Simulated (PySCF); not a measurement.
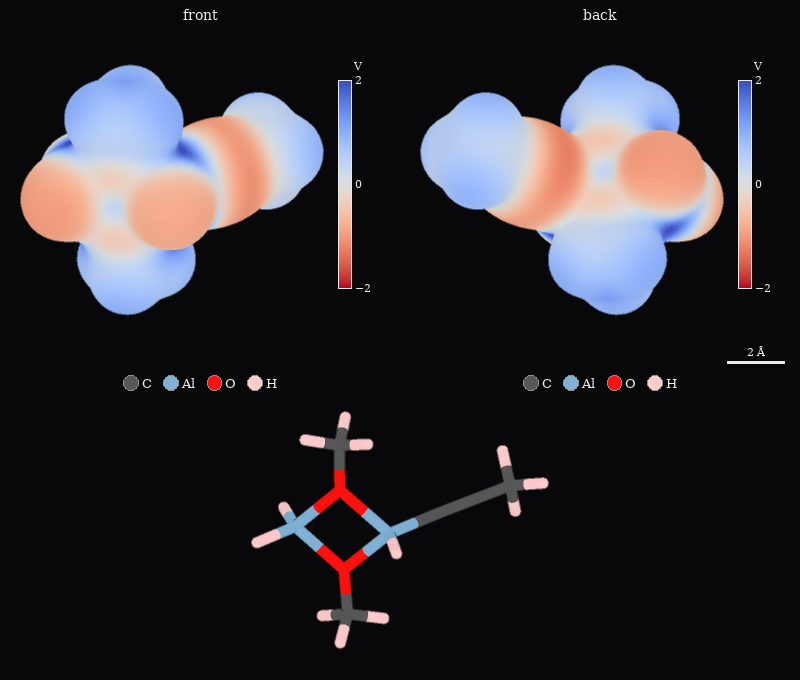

Figure 1: C5H12Al2O2 (SMILES CC#[C][AlH-]1[O+](C)[AlH2-][O+]1C). The molecular electrostatic potential painted on the density surface at 0.002 e/bohr³, seen from the front and from behind; the colour scale runs from red (negative) to blue (positive). The bare structure is drawn below in the same view.

Geometry: GFN2-xTB.

Level of theory: PBE0/pcSseg-1, SCF density, gas phase, non-relativistic (PySCF).

| atom | x (Å) | y (Å) | z (Å) |
| --- | --- | --- | --- |
| C | 4.0034 | -0.9199 | -0.4240 |
| C | 2.6614 | -0.6173 | 0.0323 |
| C | 1.5366 | -0.3659 | 0.4143 |
| Al | -0.2217 | 0.0465 | 1.1303 |
| O | -1.0135 | 1.4831 | 0.2645 |
| C | -0.6898 | 2.8557 | 0.3758 |
| Al | -2.3197 | 0.5385 | -0.5935 |
| O | -1.5458 | -0.8925 | 0.2482 |
| C | -1.7795 | -2.2856 | 0.1646 |
| H | 4.0475 | -1.9369 | -0.8148 |
| H | 4.7077 | -0.8294 | 0.4036 |
| H | 4.2968 | -0.2274 | -1.2135 |
| H | -0.6065 | 0.1593 | 2.6161 |
| H | -0.0575 | 3.1639 | -0.4585 |
| H | -0.1516 | 3.0267 | 1.3109 |
| H | -1.6027 | 3.4537 | 0.3700 |
| H | -3.6977 | 0.8794 | 0.0167 |
| H | -2.0571 | 0.4362 | -2.1121 |
| H | -0.8328 | -2.8220 | 0.2583 |
| H | -2.2356 | -2.5233 | -0.7983 |
| H | -2.4508 | -2.6058 | 0.9633 |

Where is the surface potential most negative and most positive?

Answer. The most negative region (about −1.2 V) lies over C2 and C3, the most positive (about +1.9 V) over Al4 and Al7.
